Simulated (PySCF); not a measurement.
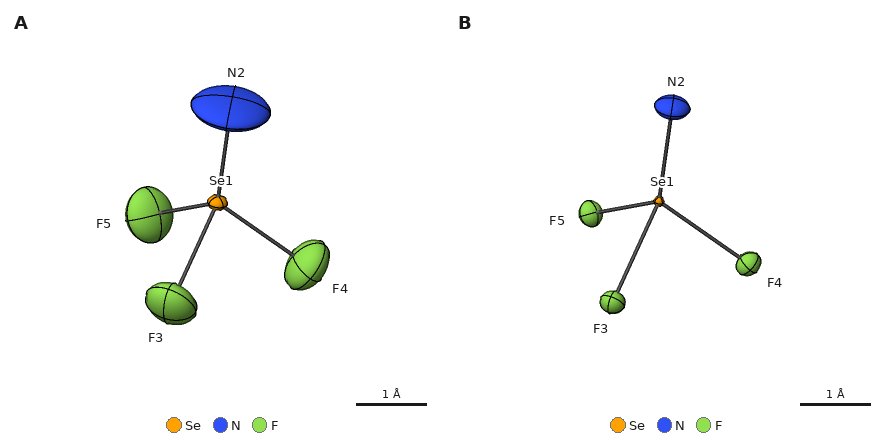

Displacement ellipsoids at the 50 % level, scaled by 3, from the internal vibrations of the free molecule (harmonic, no overall translation or rotation; no half-axis is drawn under 0.075 Å). Vibrations computed with RKS-based PBE0, Se def2-SVP, N def2-SVP, F def2-SVP; non-relativistic; density fitting (PySCF 2.14.0). One panel is for 100 K, the other for 900 K.

Which panel is for 900 K?

Answer. A.

How much does the mean-square displacement of N2 grow, and why?

Answer. U_eq goes from 0.0024 to 0.0107 Å², a factor of 4.5. Modes below kT (626 cm⁻¹ at 900 K) grow about in proportion to T, and the lowest lies at 236 cm⁻¹; the mean-square amplitude of a mode is its zero-point value times coth(ħω/2kT), which comes close to 1 only above about 3kT.
